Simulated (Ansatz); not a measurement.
# Stretching the linear Tc chain, part 2 of 3

Aim: how do moment and conductance of the linear Tc chain follow its length?

Ansatz 0.2.0; DFT LDA, plane waves, PAW; relaxation of a chain's period (the session's first sound run).

So far. Step 2 (The relaxed wire): The cell's length comes to 2.132 Å with no moment. That is -22 % against the start, more than a small adjustment.

### Step 3. At a set period, period over the relaxed period 0.88, k-mesh 1×1×43

This step: DFT LDA, plane waves, PAW; channels and complex bands of a perfect chain (Ansatz 0.2.0).

The period is set to 0.88 times the relaxed one: shorter bonds widen the bands.

The cell differs from the one that the last finished run ended in (c 2.132 → 1.876 Å).

input.yaml reads:

```yaml
crystal:
  lattice:
    - [7.5, 0.0, 0.0]
    - [0.0, 7.5, 0.0]
    - [0.0, 0.0, 1.875947914]
  atoms:
    - { symbol: Tc, position: [0.5, 0.5, 0.0], spin: 2.0 }
magnetization:
  spin_polarized: true
kpoints:
  mp_grid: { grid: [1, 1, 43] }
scf:
  occupations: { method: fermi_dirac, width: 0.05 }
hamiltonian:
  xc: lda
output:
  transmission:
    e_range: [-2, 2]
    de: 0.035
    kmesh: [1, 1]
    reduced_basis: true
    leads: [[0, 0]]
  stress: true
```

Command:

```bash
ansatz run input.yaml --threads 4 --pin off --max-ram 8192MiB --backend cpu --events-out ev --progress --plain --runs-dir out
```

Numbers of over 12 decimals in the logs are rounded to 6 here.

The log of the run:

```text
[...]
Crystal: 1 atoms, lattice volume = 105.522 Å³
Basis set: ecut = 500 eV, 2727 PW (Γ)
Bands: 13, of which v1, the nominal top of the filled ones, is band 8 counted from 1 (7 counted from 0)
Symmetry: 16 space group operations
[...]
k-points: 22 of 43
[...]
Starting moments: Σ|m| = 2 μB on 1 of 1 site
[...]
SCF iter   1: F=—  HF=-5274.297712 eV  |F-HF|=—  |Δ(HF+E_count)|=         —  Δρ=4.79e-2 (↑2.31e-2 ↓4.79e-2)  dr2=3.10e0  dr2_m=1.05e0  M=0.276 μB ∫|m|=0.277 μB  β_m=0.30  ethr=3.10e-3  ⟨swp⟩=6.6  Hψ=3745  notcnv=0
[...]
SCF iter  10: F=-5275.073554 eV  HF=-5275.073554 eV  |F-HF|=1.82e-12  |Δ(HF+E_count)|=  5.64e-11  Δρ=2.21e-8 (↑2.21e-8 ↓2.06e-8)  dr2=9.13e-13  dr2_m=5.68e-14  M=0.000 μB ∫|m|=0.000 μB  ethr=1.00e-12  ⟨swp⟩=4.9  Hψ=2214  notcnv=0
SCF 1 converged in 10 iterations: F = -5275.073554 eV  dr2 = 9.13e-13
[...]
transmission: 6 of 36 steps passed
transmission: 9 of 36 steps passed
[...]
transmission: 36 of 36 steps passed
SCF converged after 10 iterations
Magnetization: 0.0000 μB (7.5000 up, 7.5000 down)
Absolute magnetization: 0.0000 μB (∫|ρ↑−ρ↓|, with the PAW one-centre terms)
[...]
Per-site moments (μB) at R_I (Å): [(-8.917999111765483e-9, 0.773828514525)]
Free energy (F): -5275.073554 eV
[...]
Internal energy: -5275.062477 eV  (E = F + TS)
E sigma→0 (E₀):  -5275.068015 eV
Entropy (-TS):   -0.011077 eV (-11.077 meV/atom)
Fermi energy:    -1.013260 eV
[...]
--- Stress (GPa, compression-positive) ---
       -0.242500       0.000000       0.000000
        0.000000      -0.242500      -0.000000
        0.000000      -0.000000      36.112643
  P = ⅓ Tr σ = 11.8759 GPa (118.759 kbar)
--- Band table (eV; the first three rows and the last of 44) ---
  k-point 0 ↑: bands = [... 4 lower, -8.5943, -3.6749, -3.6659, -2.9570, 1.0412, 1.0412, 3.2580, 4.2084, ... 1 higher]
  k-point 1 ↑: bands = [... 4 lower, -8.4940, -3.6589, -3.6500, -2.9239, 1.0395, 1.0395, 3.2818, 4.2305, ... 1 higher]
  k-point 2 ↑: bands = [... 4 lower, -8.1996, -3.6110, -3.6022, -2.8231, 1.0279, 1.0279, 3.3531, 4.2969, ... 1 higher]
  k-point 21 ↓: bands = [... 4 lower, -8.1731, -8.1731, 0.4033, 0.4041, 3.6487, 7.3780, 11.4502, 11.4502, ... 1 higher]
--- Transmission ---
  basis      : 593 plane waves across, 3 finite elements along
  points     : 1, standing for a mesh of 1 x 1
  filling    : by the input's occupations and mesh, since the crystals that have channels conduct as metals do. If one of these is a semiconductor, that mesh has misplaced its level
  energies   : 115 from -2.000000 to 1.990000 eV about the Fermi level, 0.035000 eV apart; the leads are filled to 0.000000 eV, and channels, transmission and decay are at -0.005000 eV
  crystal 0  : Tc1, at the sites [0, 0], period 1.8759 Å: whole cells are its period
    offset         : up to 0.0000 Å between an atom of the period and one for which it stands
    filled         : 14.1 meV under the level at which it is neutral
    channels       : 6.000000e0 up, 6.000000e0 down
    conductance    : 8.2646e14 S/m² at 300 K; may be off by some 0.0 % by where its bands' edges are placed, 0.0 % from the distance to neutral
```

Elapsed: 28 s, on 4 threads of Arm Neoverse V1, shared host; peak memory 0.49 GiB; 96 s of CPU time.

In the SCF lines HF is the Harris–Foulkes energy and dr2 the Hartree energy of the density residual, in eV; the loop may stop once dr2 is under the threshold and the program's other checks hold. Hψ counts applications of the Hamiltonian.

This step gave:

| Item | Value |
| --- | --- |
| energy at zero smearing | -5275.0680 eV |
| channels at the energy nearest the Fermi level, spin up | 6 |
| channels at the energy nearest the Fermi level, spin down | 6 |
| conductance of the lead as this run defines it | 6.000 G₀ |
| band gap | 0 eV |

The open channels of the lead by energy, zero at the Fermi level:

```
energy (eV)  spin up  spin down
     -2.000        5          5
     -1.790        6          6
     -1.615        6          6
     -1.405        6          6
     -1.195        6          6
     -0.985        6          6
     -0.810        6          6
     -0.600        6          6
     -0.390        6          6
     -0.215        6          6
     -0.005        6          6
      0.205        6          6
      0.415        6          6
      0.590        6          6
      0.800        6          6
      1.010        6          6
      1.185        6          6
      1.395        6          6
      1.605        4          4
      1.815        4          4
```

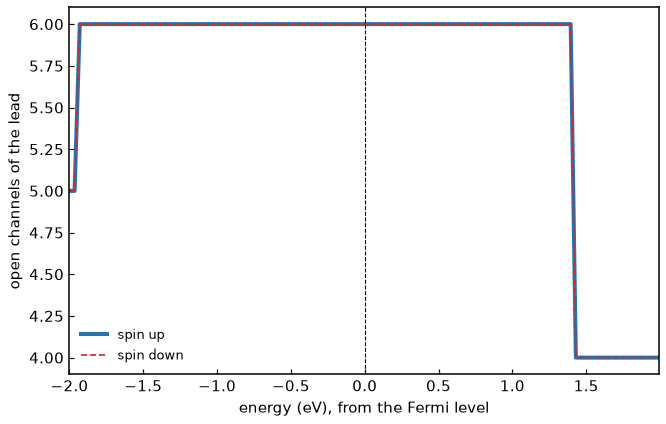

Open channels of the lead against energy.

At the computed energy nearest the Fermi level there are 6 spin-up and 6 spin-down channels, and the thermal average gives 6.00 G₀.

### Step 4. The chain at a fixed length, period over the relaxed period 0.92, k-mesh 1×1×41

The period is set to 0.92 times the relaxed one: shorter bonds widen the bands.

The cell differs from the one that the last finished run ended in (c 1.876 → 1.961 Å).

input.yaml: that of step 3 with these lines changed.

```diff
@@ -4,3 +4,3 @@
     - [0.0, 7.5, 0.0]
-    - [0.0, 0.0, 1.875947914]
+    - [0.0, 0.0, 1.9612182737]
   atoms:
@@ -10,3 +10,3 @@
 kpoints:
-  mp_grid: { grid: [1, 1, 43] }
+  mp_grid: { grid: [1, 1, 41] }
 scf:
```

The log of the run:

```text
[...]
Crystal: 1 atoms, lattice volume = 110.319 Å³
Basis set: ecut = 500 eV, 2847 PW (Γ)
Bands: 13, of which v1, the nominal top of the filled ones, is band 8 counted from 1 (7 counted from 0)
Symmetry: 16 space group operations
[...]
k-points: 21 of 41
[...]
Starting moments: Σ|m| = 2 μB on 1 of 1 site
[...]
--- Transmission ---
  basis      : 593 plane waves across, 3 finite elements along
  points     : 1, standing for a mesh of 1 x 1
[...]
crystal 0  : Tc1, at the sites [0, 0], period 1.9612 Å: whole cells are its period
[...]
filled         : 24.2 meV over the level at which it is neutral
    channels       : 6.000000e0 up, 6.000000e0 down
[...]
[key lines of the parts left out:]
SCF converged after 9 iterations
Magnetization: 0.0000 μB (7.5000 up, 7.5000 down)
Free energy (F): -5275.883725 eV
Fermi energy:    -1.311597 eV
P = ⅓ Tr σ = 6.2143 GPa (62.143 kbar)
```

Run time: 28 s. Hardware: 4 threads; peak memory 0.48 GiB.

At the computed energy nearest the Fermi level there are 6 spin-up and 6 spin-down channels, and the thermal average gives 6.00 G₀.

### Step 5. The chain at a fixed length, period over the relaxed period 0.96, k-mesh 1×1×40

The period is set to 0.96 times the relaxed one: shorter bonds widen the bands.

The cell differs from the one that the last finished run ended in (c 1.961 → 2.046 Å).

input.yaml: that of step 4 with these lines changed.

```diff
@@ -4,3 +4,3 @@
     - [0.0, 7.5, 0.0]
-    - [0.0, 0.0, 1.9612182737]
+    - [0.0, 0.0, 2.0464886334]
   atoms:
@@ -10,3 +10,3 @@
 kpoints:
-  mp_grid: { grid: [1, 1, 41] }
+  mp_grid: { grid: [1, 1, 40] }
 scf:
```

The log of the run:

```text
[...]
Crystal: 1 atoms, lattice volume = 115.115 Å³
Basis set: ecut = 500 eV, 2967 PW (Γ)
Bands: 13, of which v1, the nominal top of the filled ones, is band 8 counted from 1 (7 counted from 0)
Symmetry: 16 space group operations
[...]
k-points: 21 of 40
[...]
Starting moments: Σ|m| = 2 μB on 1 of 1 site
[...]
--- Transmission ---
  basis      : 593 plane waves across, 3 finite elements along
  points     : 1, standing for a mesh of 1 x 1
[...]
crystal 0  : Tc1, at the sites [0, 0], period 2.0465 Å: whole cells are its period
[...]
filled         : 34.2 meV over the level at which it is neutral
    channels       : 6.000000e0 up, 6.000000e0 down
[...]
[key lines of the parts left out:]
SCF converged after 10 iterations
Magnetization: 0.0000 μB (7.5000 up, 7.5000 down)
Free energy (F): -5276.264653 eV
Fermi energy:    -1.528260 eV
P = ⅓ Tr σ = 2.2747 GPa (22.747 kbar)
```

Elapsed: 26 s, on 4 threads; peak memory 0.48 GiB.

At the computed energy nearest the Fermi level there are 6 spin-up and 6 spin-down channels, and the thermal average gives 6.00 G₀.

### Step 6. The chain at a fixed length, period over the relaxed period 1, k-mesh 1×1×38

The period is set to 1.0 times the relaxed one, as the point of reference.

input.yaml: that of step 5 with these lines changed.

```diff
@@ -4,3 +4,3 @@
     - [0.0, 7.5, 0.0]
-    - [0.0, 0.0, 2.0464886334]
+    - [0.0, 0.0, 2.1317589931]
   atoms:
@@ -10,3 +10,3 @@
 kpoints:
-  mp_grid: { grid: [1, 1, 40] }
+  mp_grid: { grid: [1, 1, 38] }
 scf:
```

The log of the run:

```text
[...]
Crystal: 1 atoms, lattice volume = 119.911 Å³
Basis set: ecut = 500 eV, 3055 PW (Γ)
Bands: 13, of which v1, the nominal top of the filled ones, is band 8 counted from 1 (7 counted from 0)
Symmetry: 16 space group operations
[...]
k-points: 20 of 38
[...]
Starting moments: Σ|m| = 2 μB on 1 of 1 site
[...]
--- Transmission ---
  basis      : 593 plane waves across, 3 finite elements along
  points     : 1, standing for a mesh of 1 x 1
[...]
crystal 0  : Tc1, at the sites [0, 0], period 2.1318 Å: whole cells are its period
[...]
filled         : 2.0 meV under the level at which it is neutral
    channels       : 6.000000e0 up, 6.000000e0 down
[...]
[key lines of the parts left out:]
SCF converged after 10 iterations
Magnetization: -0.0000 μB (7.5000 up, 7.5000 down)
Free energy (F): -5276.366885 eV
Fermi energy:    -1.754189 eV
P = ⅓ Tr σ = -0.2579 GPa (-2.579 kbar)
```

Run time: 23 s. Hardware: 4 threads; peak memory 0.47 GiB; 79 s of CPU time.

At the computed energy nearest the Fermi level there are 6 spin-up and 6 spin-down channels, and the thermal average gives 6.00 G₀.

### Step 7. At a set period, period over the relaxed period 1.04, k-mesh 1×1×37

The period is set to 1.04 times the relaxed one: longer bonds narrow the bands.

The cell differs from the one that the last finished run ended in (c 2.132 → 2.217 Å).

input.yaml: that of step 6 with these lines changed.

```diff
@@ -4,3 +4,3 @@
     - [0.0, 7.5, 0.0]
-    - [0.0, 0.0, 2.1317589931]
+    - [0.0, 0.0, 2.2170293529]
   atoms:
@@ -10,3 +10,3 @@
 kpoints:
-  mp_grid: { grid: [1, 1, 38] }
+  mp_grid: { grid: [1, 1, 37] }
 scf:
```

The log of the run:

```text
[...]
Crystal: 1 atoms, lattice volume = 124.708 Å³
Basis set: ecut = 500 eV, 3113 PW (Γ)
Bands: 13, of which v1, the nominal top of the filled ones, is band 8 counted from 1 (7 counted from 0)
Symmetry: 16 space group operations
[...]
k-points: 19 of 37
[...]
Starting moments: Σ|m| = 2 μB on 1 of 1 site
[...]
--- Transmission ---
  basis      : 593 plane waves across, 3 finite elements along
  points     : 1, standing for a mesh of 1 x 1
[...]
crystal 0  : Tc1, at the sites [0, 0], period 2.2170 Å: whole cells are its period
[...]
filled         : 20.4 meV under the level at which it is neutral
    channels       : 6.000000e0 up, 6.000000e0 down
[...]
[key lines of the parts left out:]
SCF converged after 11 iterations
Magnetization: 0.0000 μB (7.5000 up, 7.5000 down)
Free energy (F): -5276.283202 eV
Fermi energy:    -1.953458 eV
P = ⅓ Tr σ = -1.9237 GPa (-19.237 kbar)
```

Elapsed: 16 s, on 4 threads; peak memory 0.4 GiB; 57 s of CPU time.

At the computed energy nearest the Fermi level there are 6 spin-up and 6 spin-down channels, and the thermal average gives 6.00 G₀. The change of length costs 0.084 eV a cell and leaves no moment.

### Step 8. The chain at a fixed length, period over the relaxed period 1.08, k-mesh 1×1×35

The period is set to 1.08 times the relaxed one: longer bonds narrow the bands.

The cell differs from the one that the last finished run ended in (c 2.217 → 2.302 Å).

input.yaml: that of step 7 with these lines changed.

```diff
@@ -4,3 +4,3 @@
     - [0.0, 7.5, 0.0]
-    - [0.0, 0.0, 2.2170293529]
+    - [0.0, 0.0, 2.3022997126]
   atoms:
@@ -10,3 +10,3 @@
 kpoints:
-  mp_grid: { grid: [1, 1, 37] }
+  mp_grid: { grid: [1, 1, 35] }
 scf:
```

The log of the run:

```text
[...]
Crystal: 1 atoms, lattice volume = 129.504 Å³
Basis set: ecut = 500 eV, 3281 PW (Γ)
Bands: 13, of which v1, the nominal top of the filled ones, is band 8 counted from 1 (7 counted from 0)
Symmetry: 16 space group operations
[...]
k-points: 18 of 35
[...]
Starting moments: Σ|m| = 2 μB on 1 of 1 site
[...]
--- Transmission ---
  basis      : 593 plane waves across, 4 finite elements along
  points     : 1, standing for a mesh of 1 x 1
[...]
crystal 0  : Tc1, at the sites [0, 0], period 2.3023 Å: whole cells are its period
[...]
filled         : 24.9 meV over the level at which it is neutral
    channels       : 6.000000e0 up, 6.000000e0 down
[...]
[key lines of the parts left out:]
SCF converged after 11 iterations
Magnetization: -0.0000 μB (7.5000 up, 7.5000 down)
Free energy (F): -5276.074254 eV
Fermi energy:    -2.046062 eV
P = ⅓ Tr σ = -2.9736 GPa (-29.736 kbar)
```

The job ended after 21 s (4 threads; peak memory 0.45 GiB; 75 s of CPU time).

At the computed energy nearest the Fermi level there are 6 spin-up and 6 spin-down channels, and the thermal average gives 6.00 G₀. The change of length costs 0.296 eV a cell and leaves no moment.

### Step 9. At a set period, period over the relaxed period 1.13, k-mesh 1×1×34

The period is set to 1.13 times the relaxed one: longer bonds narrow the bands.

The cell differs from the one that the last finished run ended in (c 2.302 → 2.409 Å).

input.yaml: that of step 8 with these lines changed.

```diff
@@ -4,3 +4,3 @@
     - [0.0, 7.5, 0.0]
-    - [0.0, 0.0, 2.3022997126]
+    - [0.0, 0.0, 2.4088876623]
   atoms:
@@ -10,3 +10,3 @@
 kpoints:
-  mp_grid: { grid: [1, 1, 35] }
+  mp_grid: { grid: [1, 1, 34] }
 scf:
```

The log of the run:

```text
[...]
Crystal: 1 atoms, lattice volume = 135.500 Å³
Basis set: ecut = 500 eV, 3449 PW (Γ)
Bands: 13, of which v1, the nominal top of the filled ones, is band 8 counted from 1 (7 counted from 0)
Symmetry: 16 space group operations
[...]
k-points: 18 of 34
[...]
Starting moments: Σ|m| = 2 μB on 1 of 1 site
[...]
--- Transmission ---
  basis      : 593 plane waves across, 4 finite elements along
  points     : 1, standing for a mesh of 1 x 1
[...]
crystal 0  : Tc1, at the sites [0, 0], period 2.4089 Å: whole cells are its period
[...]
filled         : 25.2 meV over the level at which it is neutral
    channels       : 4.000000e0 up, 6.000000e0 down
[...]
[key lines of the parts left out:]
SCF converged after 8 iterations
Magnetization: 2.0328 μB (8.5164 up, 6.4836 down)
Free energy (F): -5275.731060 eV
Fermi energy:    -2.018602 eV
P = ⅓ Tr σ = -2.5330 GPa (-25.330 kbar)
```

The job ended after 24 s (4 threads; peak memory 0.54 GiB).

Table of open channels of the lead by energy, zero at the Fermi level:

```
energy (eV)  spin up  spin down
     -2.000        3          3
     -1.790        3          3
     -1.615        3          3
     -1.405        6          3
     -1.195        6          3
     -0.985        6          3
     -0.810        6          3
     -0.600        6          4
     -0.390        6          4
     -0.215        4          4
     -0.005        4          6
      0.205        4          6
      0.415        4          6
      0.590        4          6
      0.800        4          6
      1.010        4          6
      1.185        3          6
      1.395        3          4
      1.605        3          4
      1.815        3          4
```

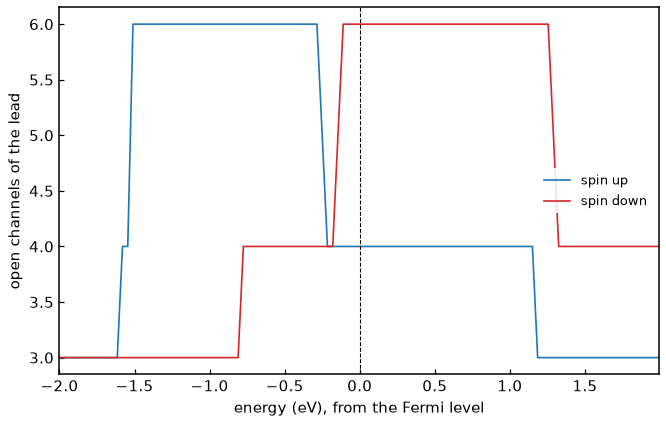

Open channels of the lead against energy.

At the computed energy nearest the Fermi level there are 4 spin-up and 6 spin-down channels, and the thermal average gives 5.00 G₀. The change of length costs 0.641 eV a cell and leaves an absolute moment of 2.03 μB a cell.

### Step 10. The chain at a fixed length, period over the relaxed period 1.2, k-mesh 1×1×32

The period is set to 1.2 times the relaxed one: longer bonds narrow the bands.

The cell differs from the one that the last finished run ended in (c 2.409 → 2.558 Å).

input.yaml: that of step 9 with these lines changed.

```diff
@@ -4,3 +4,3 @@
     - [0.0, 7.5, 0.0]
-    - [0.0, 0.0, 2.4088876623]
+    - [0.0, 0.0, 2.5581107918]
   atoms:
@@ -10,3 +10,3 @@
 kpoints:
-  mp_grid: { grid: [1, 1, 34] }
+  mp_grid: { grid: [1, 1, 32] }
 scf:
```

The log of the run:

```text
[...]
Crystal: 1 atoms, lattice volume = 143.894 Å³
Basis set: ecut = 500 eV, 3673 PW (Γ)
Bands: 13, of which v1, the nominal top of the filled ones, is band 8 counted from 1 (7 counted from 0)
Symmetry: 16 space group operations
[...]
k-points: 17 of 32
[...]
Starting moments: Σ|m| = 2 μB on 1 of 1 site
[...]
--- Transmission ---
  basis      : 593 plane waves across, 4 finite elements along
  points     : 1, standing for a mesh of 1 x 1
[...]
crystal 0  : Tc1, at the sites [0, 0], period 2.5581 Å: whole cells are its period
[...]
filled         : 3.1 meV under the level at which it is neutral
    channels       : 4.000000e0 up, 5.000000e0 down
[...]
[key lines of the parts left out:]
SCF converged after 10 iterations
Magnetization: 2.5379 μB (8.7690 up, 6.2310 down)
Free energy (F): -5275.331635 eV
Fermi energy:    -2.050388 eV
P = ⅓ Tr σ = -2.8315 GPa (-28.315 kbar)
```

It took 24 s on 4 threads; peak memory 0.48 GiB.

At the computed energy nearest the Fermi level there are 4 spin-up and 5 spin-down channels, and the thermal average gives 4.66 G₀. The change of length costs 1.043 eV a cell and leaves an absolute moment of 2.54 μB a cell.

For the conductance of the lead as this run defines it, step 3 gave 6.00 G₀; this run, with period over the relaxed period 1.2 and k-mesh 1×1×32, gives 4.66 G₀ (-22 %).

(Continued in part 3 of 3.)

[Logs are printed without paths, hosts, clocks, repeated set-up lines and the standing remarks that a program may print on its own settings, such as how far it seeks lower states.]

[Hosts, paths, dates, database ids (printed as entryN), source tags and the programs' standing remarks are cut or masked in the printed files.]
